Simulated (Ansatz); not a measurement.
# Ge2H3 (doublet): correlated methods under varied settings at distance Ge1–H3 = 1.683 Å

Aim: run Ge2H3 (doublet) at one geometry under a spread of methods and options, and see what each costs and gives.

Method: the settings change from run to run; program: Ansatz 0.2.0, Gaussian basis.

25 further runs of the same task are left out: 1 for a known fault of the program, 1 for a mislabelled method, 15 that didn't finish, 8 set aside as unsound or not needed.

**1. What is computed**

The geometry derives from a PBE0/def2-TZVP stationary point (not a proven minimum). One bond is set to the value named and the two fragments are kept rigid. No spin-orbit coupling is included. The filled d shell of Ge may be among the frozen orbitals whatever the setting's name suggests; the logs give the count.

5 atoms, charge 0, spin multiplicity 2.

Atoms are counted from 1 here; the program's logs count them from 0.

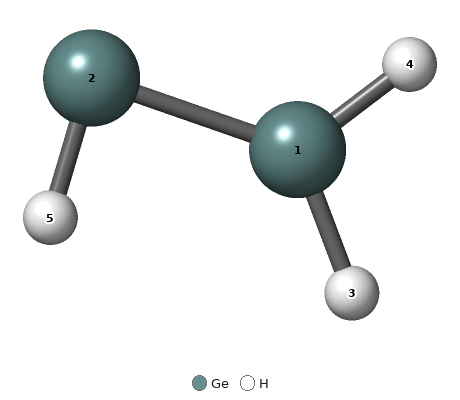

The structure; germanium teal, hydrogen white; atoms are numbered from 1 in the order of the file.

**2. MP2 on ROHF/cc-pVDZ**

The input, in.yaml:

```yaml
crystal:
  periodic: [false, false, false]
  atoms:
    - {symbol: Ge, position_ang: [0.000000, 0.012470, 1.180663]}
    - {symbol: Ge, position_ang: [0.000000, -0.035053, -1.223938]}
    - {symbol: H, position_ang: [0.000000, 1.323657, 2.235782]}
    - {symbol: H, position_ang: [0.000000, -1.255956, 2.068039]}
    - {symbol: H, position_ang: [0.000000, 1.559809, -1.185037]}
basis:
  gaussian: {orbitals: cc-pVDZ}
magnetization: {spin_polarized: false, initial_magnetization: 1}
correlation: {method: mp2, electrons: valence}
```

Run with:

```sh
ansatz run in.yaml --threads 1 --pin off --events-out ev --progress --plain --max-ram 2393MiB
```

The log of the run:

```text
Functional definition: HF
  name "HF"
  cite "Fock, Z. Phys. 61, 126 (1930) doi:10.1007/BF01340294"
  parent pbe
  exchange = exact_x
  correlation = 0
786 factors; integrals over basis functions are off by at most 1.2e-3 eV
mean field evaluation 1: about -112990.6572 eV, gradient 9.3e0 eV
mean field evaluation 2: about -112990.6609 eV, gradient 9.3e0 eV
mean field evaluation 4: about -112991.2553 eV, gradient 1.1e0 eV
mean field evaluation 8: about -112991.2743 eV, gradient 9.0e-3 eV
mean field -112991.27433113 eV, -4152.3527434324 hartree, gradient 1.6e-6 eV, S^2 0.750000; 0 other end points of the search recorded, 0 dependent functions left out
mean field evaluation 16: about -112990.6593 eV, gradient 7.0e0 eV
mean field evaluation 32: about -112990.5509 eV, gradient 3.9e0 eV
18 core orbitals not correlated: weight in the atoms' cores, before any rotation towards them, 1.000 or more for the frozen orbitals, at most 0.000 for the correlated occupied ones
reference -112991.27433113 eV, -4152.3527434324 hartree; 16, 15 occupied and 35, 36 virtual orbitals, 786 factors
second order -5.50916583 eV of doubles, -0.03724233 eV of singles
Total energy: -112996.82073929 eV, -4152.5565701729 hartree
```

It took 3.1 s on 1 thread of AMD EPYC 9R14, shared host.

**3. NEVPT2(1,8)/cc-pVDZ**

in.yaml, as its differences from that of step 2:

```diff
@@ -11,2 +11,3 @@
 magnetization: {spin_polarized: false, initial_magnetization: 1}
-correlation: {method: mp2, electrons: valence}
+hamiltonian: {pseudopotentials: {relativity: none}}
+correlation: {method: sc_nevpt2, electrons: outside_noble_gas, active_space: {window: {electrons: 1, orbitals: 8}}}
```

The command is unchanged.

The log of the run:

```text
Functional definition: HF
  name "HF"
  cite "Fock, Z. Phys. 61, 126 (1930) doi:10.1007/BF01340294"
  parent pbe
  exchange = exact_x
  correlation = 0
786 factors; integrals over basis functions are off by at most 1.2e-3 eV
mean field evaluation 1: about -112990.6572 eV, gradient 9.3e0 eV
mean field evaluation 2: about -112990.6609 eV, gradient 9.3e0 eV
mean field evaluation 4: about -112991.2553 eV, gradient 1.1e0 eV
mean field evaluation 8: about -112991.2743 eV, gradient 9.0e-3 eV
mean field -112991.27433113 eV, -4152.3527434324 hartree, gradient 1.6e-6 eV, S^2 0.750000; 0 other end points of the search recorded, 0 dependent functions left out
reference -112991.27433113 eV, -4152.3527434324 hartree; 34, 33 occupied and 35, 36 virtual orbitals, 786 factors
state -112991.27433113 eV, -4152.3527434324 hartree
state -112991.27433113 eV, -4152.3527434324 hartree; corrected -112995.73811913 eV, -4152.5167846157 hartree
WARN: 7 active orbitals are nearly empty or full. The corrections depend on them more than the energy does, and are more stable in an active space without them
Total energy: -112995.73811913 eV, -4152.5167846157 hartree
```

It took 8 s on 1 thread of AMD EPYC 9R14, shared host.

From the report: 2 determinants; active occupations 1.00, 0.00, 0.00, 0.00, 0.00, 0.00, 0.00, 0.00. The report marks this result as in doubt.

**4. MP2 on ROHF/cc-pVDZ**

in.yaml, as its differences from that of step 3:

```diff
@@ -11,3 +11,3 @@
 magnetization: {spin_polarized: false, initial_magnetization: 1}
-hamiltonian: {pseudopotentials: {relativity: none}}
-correlation: {method: sc_nevpt2, electrons: outside_noble_gas, active_space: {window: {electrons: 1, orbitals: 8}}}
+correlation: {method: mp2, electrons: outside_noble_gas}
+output: {forces: true}
```

Launched as before.

The log of the run, cut to the lines that bear on the results:

```text
Functional definition: HF
  name "HF"
  cite "Fock, Z. Phys. 61, 126 (1930) doi:10.1007/BF01340294"
  parent pbe
[...]
786 factors; integrals over basis functions are off by at most 1.2e-3 eV
[...]
mean field -112991.27433113 eV, -4152.3527434324 hartree, gradient 1.6e-6 eV, S^2 0.750000; 0 other end points of the search recorded, 0 dependent functions left out
[...]
28 core orbitals not correlated: weight in the atoms' cores, before any rotation towards them, 1.000 or more for the frozen orbitals, at most 0.000 for the correlated occupied ones
reference -112991.27433113 eV, -4152.3527434324 hartree; 6, 5 occupied and 35, 36 virtual orbitals, 786 factors
second order -4.47279014 eV of doubles, -0.03564685 eV of singles
[...]
Total energy: -112995.78276812 eV, -4152.5184254360 hartree
Atom 0 at     0.000000     0.012470     1.180663 Å, force    -0.000000     1.298387     1.285148 eV/Å
Atom 1 at     0.000000    -0.035053    -1.223938 Å, force     0.000000     0.067801    -0.216414 eV/Å
Atom 2 at     0.000000     1.323657     2.235782 Å, force    -0.000000    -1.345158    -1.064952 eV/Å
Atom 3 at     0.000000    -1.255956     2.068039 Å, force     0.000000     0.017968     0.029199 eV/Å
Atom 4 at     0.000000     1.559809    -1.185037 Å, force    -0.000000    -0.038998    -0.032980 eV/Å
Dipole moment:     0.000000    -0.031674     0.107192 e Å
```

Wall time 4.8 s (1 thread of AMD EPYC 9R14, shared host).

**5. CCSD/6-31G**

in.yaml, as its differences from that of step 4:

```diff
@@ -9,5 +9,6 @@
 basis:
-  gaussian: {orbitals: cc-pVDZ}
-magnetization: {spin_polarized: false, initial_magnetization: 1}
-correlation: {method: mp2, electrons: outside_noble_gas}
-output: {forces: true}
+  gaussian: {orbitals: 6-31G, fitting: {mean_field: def2-universal-jkfit}, point_charges: [{charge: -1.00, position_ang: [4.646, 0.855, 0.348]}]}
+magnetization: {spin_polarized: true, initial_magnetization: 1}
+hamiltonian: {xc: {name: PBE0}}
+correlation: {method: ccsd, electrons: outside_noble_gas}
+scf: {lower_state_search: off}
```

The command is unchanged.

The log of the run, cut to the lines that bear on the results:

```text
Functional definition: PBE0
  name "PBE0"
  cite "Adamo & Barone, J. Chem. Phys. 110, 6158 (1999) doi:10.1063/1.478522"
  cite "Perdew, Burke & Ernzerhof, Phys. Rev. Lett. 77, 3865 (1996) doi:10.1103/PhysRevLett.77.3865"
  parent pbe
[...]
586 factors; integrals over basis functions are off by at most 1.1e-1 eV
[...]
mean field -113050.01273007 eV, -4154.5113397794 hartree, gradient 8.2e-6 eV, S^2 0.752289; 0 other end points of the search recorded, 0 dependent functions left out
28 core orbitals not correlated: weight in the atoms' cores, before any rotation towards them, 0.998 or more for the frozen orbitals, at most 0.001 for the correlated occupied ones
reference -112973.91011670 eV, -4151.7146203223 hartree; 6, 5 occupied and 30, 31 virtual orbitals, 586 factors
second order -2.69851090 eV of doubles, -0.21624400 eV of singles
cycle   1  -3.39247527 eV  change   -4.9e-1 eV  update   6.6e-2
[...]
cycle  11  -3.63670181 eV  change   -1.6e-7 eV  update   1.3e-5
Total energy: -112977.54681851 eV, -4151.8482666486 hartree
Checks for a lower state left out: stability, starts, cluster_reference, orbital_swaps, neighbouring_geometries, increment
```

It took 1.6 s on 1 thread of AMD EPYC 9R14, shared host.

From the report: ⟨S²⟩ of the determinant 0.752 (pure doublet: 0.75); correlation -3.6367 eV; T1 0.019; largest double amplitude 0.06. The orbitals are Kohn-Sham ones, so correlation energy and T1 don't compare with those on Hartree-Fock orbitals.

**6. NEVPT2(5,4)/cc-pVDZ**

The input, in.yaml:

```yaml
crystal:
  periodic: [false, false, false]
  atoms:
    - {symbol: Ge, position_ang: [0.000000, 0.012470, 1.180663]}
    - {symbol: Ge, position_ang: [0.000000, -0.035053, -1.223938]}
    - {symbol: H, position_ang: [0.000000, 1.323657, 2.235782]}
    - {symbol: H, position_ang: [0.000000, -1.255956, 2.068039]}
    - {symbol: H, position_ang: [0.000000, 1.559809, -1.185037]}
basis:
  gaussian: {orbitals: cc-pVDZ}
magnetization: {spin_polarized: false, initial_magnetization: 1}
correlation: {method: sc_nevpt2, electrons: outside_noble_gas, active_space: {window: {electrons: 5, orbitals: 4}}}
```

Launched as before.

The log of the run, cut to the lines that bear on the results:

```text
Functional definition: HF
  name "HF"
  cite "Fock, Z. Phys. 61, 126 (1930) doi:10.1007/BF01340294"
  parent pbe
[...]
786 factors; integrals over basis functions are off by at most 1.2e-3 eV
[...]
mean field -112991.27433113 eV, -4152.3527434324 hartree, gradient 1.6e-6 eV, S^2 0.750000; 0 other end points of the search recorded, 0 dependent functions left out
reference -112991.27433113 eV, -4152.3527434324 hartree; 34, 33 occupied and 35, 36 virtual orbitals, 786 factors
state -112991.75939101 eV, -4152.3705690544 hartree
state -112991.75939101 eV, -4152.3705690544 hartree; corrected -112995.69381400 eV, -4152.5151564324 hartree
state -112991.68768117 eV, -4152.3679337664 hartree
state -112991.68768117 eV, -4152.3679337664 hartree; corrected -112995.67131308 eV, -4152.5143295388 hartree
state -112991.75939101 eV, -4152.3705690544 hartree; corrected -112995.69381400 eV, -4152.5151564324 hartree
state -112991.66033244 eV, -4152.3669287189 hartree
state -112991.66033244 eV, -4152.3669287189 hartree; corrected -112995.65903694 eV, -4152.5138783988 hartree
state -112991.75939101 eV, -4152.3705690544 hartree; corrected -112995.69381400 eV, -4152.5151564324 hartree
Total energy: -112995.69381400 eV, -4152.5151564324 hartree
```

It took 10 s on 1 thread of AMD EPYC 9R14, shared host.

From the report: 12 determinants; active occupations 2.00, 1.97, 1.00, 0.04.

**7. All runs side by side**

Where basis and cores are those of an earlier UCCSDT(Q)/cc-pVDZ run (-112997.0889 eV), and the state is the same kind, the miss against it is given. † marks a result that the program doubts.

```tsv
level	correlated	functions	energy (eV)	from UCCSDT(Q) (meV)	time
MP2 on ROHF/cc-pVDZ	valence	69	-112996.8207		3.1 s
NEVPT2(1,8)/cc-pVDZ †	outside noble gas	69	-112995.7381		8 s
MP2 on ROHF/cc-pVDZ	outside noble gas	69	-112995.7828	1306.2	4.8 s
CCSD/6-31G (beside a point charge, on PBE0 orbitals)	outside noble gas	64	-112977.5468		1.6 s
NEVPT2(5,4)/cc-pVDZ	outside noble gas	69	-112995.6938	1395.1	10 s
```

**8. Outcome**

```
quantity                                                        value
    runs                                                            5
quickest  CCSD/6-31G (beside a point charge, on PBE0 orbitals), 1.6 s
 slowest                                    NEVPT2(5,4)/cc-pVDZ, 10 s
```

**Reading.** Total energies in different bases, with other cores or another treatment of relativity can't be set against each other. NEVPT2(5,4)/cc-pVDZ took 6 times as long as CCSD/6-31G (beside a point charge, on PBE0 orbitals); the jobs differ in more than the method. Among the correlated runs with a miss given, it spans +1306 to +1395 meV.
